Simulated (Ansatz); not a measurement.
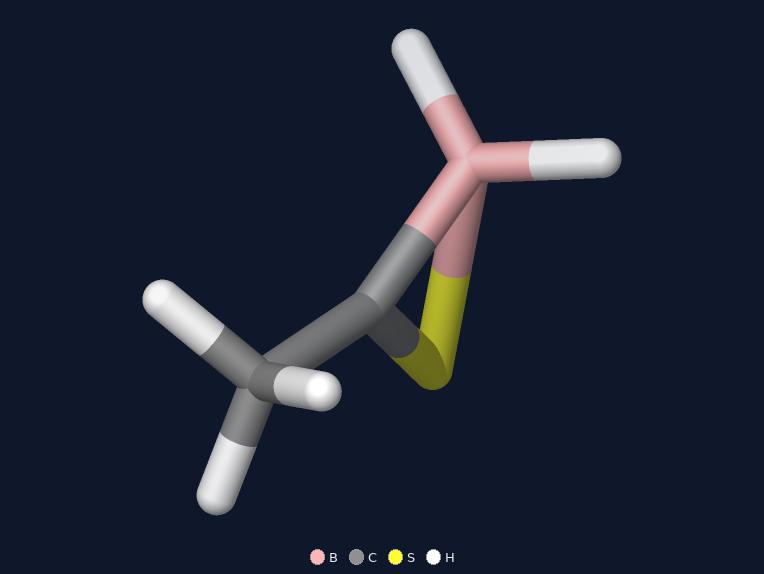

Starting geometry of the run.

Ansatz 0.2.0 input:

```yaml
crystal:
  periodic: [false, false, false]
  atoms:
    - {symbol: B, position_ang: [-0.398553, 1.195225, -0.855704]}
    - {symbol: C, position_ang: [0.069428, -0.140494, -0.274129]}
    - {symbol: C, position_ang: [0.295536, -0.883468, 0.967348]}
    - {symbol: S, position_ang: [0.285028, -0.569033, -1.832783]}
    - {symbol: H, position_ang: [-1.571193, 1.381172, -1.012457]}
    - {symbol: H, position_ang: [0.383675, 2.098206, -0.939119]}
    - {symbol: H, position_ang: [-0.642106, -0.915670, 1.533278]}
    - {symbol: H, position_ang: [0.996424, -0.318074, 1.591604]}
    - {symbol: H, position_ang: [0.670261, -1.894266, 0.804859]}
basis:
  gaussian: {orbitals: "6-31++G**", fitting: {mean_field: def2-universal-jkfit}, final_grid: {core_spheres: 20, valence_spheres: 16, degree: 47}}
hamiltonian: {xc: {name: wPBEh}}
scf: {lower_state_search: light}
output: {forces: true}
```

It was started with:

```sh
ansatz run in.yaml --threads 2 --pin off --events-out ev --progress --plain --max-ram 4352MiB
```

Output:

```
Functional definition: wPBEh
  name "wPBEh"
  cite "Heyd, Scuseria & Ernzerhof, J. Chem. Phys. 118, 8207 (2003) doi:10.1063/1.1564060"
  cite "Krukau, Vydrov, Izmaylov & Scuseria, J. Chem. Phys. 125, 224106 (2006) doi:10.1063/1.2404663"
  cite "Heyd & Scuseria, J. Chem. Phys. 120, 7274 (2004) doi:10.1063/1.1668634"
  cite "Ernzerhof & Perdew, J. Chem. Phys. 109, 3313 (1998) doi:10.1063/1.476928"
  cite "Perdew, Burke & Ernzerhof, Phys. Rev. Lett. 77, 3865 (1996) doi:10.1103/PhysRevLett.77.3865"
  parent pbe
  parameter a = 0.25
  parameter omega = 0.11/bohr
  exchange = wpbe_x - a*pbe_x_sr(omega) + a*exact_x_sr(omega)
  correlation = pbe_c
443 factors; integrals over basis functions are off by at most 2.4e-1 eV
443 factors; integrals over basis functions are off by at most 2.2e-7 eV
mean field evaluation 1: about -13643.3115 eV, gradient 7.6e1 eV
mean field evaluation 2: about -13603.0446 eV, gradient 1.4e2 eV
mean field evaluation 4: about -13658.9850 eV, gradient 1.1e1 eV
mean field evaluation 8: about -13659.2928 eV, gradient 6.0e-2 eV
mean field -13659.29279525 eV, -501.9697516242 hartree, gradient 2.8e-5 eV, S^2 0.000000; 0 other end points of the search recorded, 0 dependent functions left out
the calculation of the forces begins
reference -13659.29288768 eV, -501.9697550209 hartree; 19, 19 occupied and 91, 91 virtual orbitals, 443 factors
Total energy: -13659.29288768 eV, -501.9697550209 hartree
Atom 0 at    -0.398553     1.195225    -0.855704 Å, force    -0.051265     0.132385     0.065955 eV/Å
Atom 1 at     0.069428    -0.140494    -0.274129 Å, force    -0.051180     0.110984     0.256626 eV/Å
Atom 2 at     0.295536    -0.883468     0.967348 Å, force     0.010901    -0.035427     0.099539 eV/Å
Atom 3 at     0.285028    -0.569033    -1.832783 Å, force     0.092703    -0.204844    -0.467308 eV/Å
Atom 4 at    -1.571193     1.381172    -1.012457 Å, force    -0.037692     0.017266    -0.017366 eV/Å
Atom 5 at     0.383675     2.098206    -0.939119 Å, force     0.018996     0.037822    -0.015406 eV/Å
Atom 6 at    -0.642106    -0.915670     1.533278 Å, force    -0.054343    -0.006913     0.035928 eV/Å
Atom 7 at     0.996424    -0.318074     1.591604 Å, force     0.043080     0.028496     0.040025 eV/Å
Atom 8 at     0.670261    -1.894266     0.804859 Å, force     0.028800    -0.079769     0.002007 eV/Å
Dipole moment:     0.098276    -0.314793     0.464758 e Å
```

Self-consistency was reached.
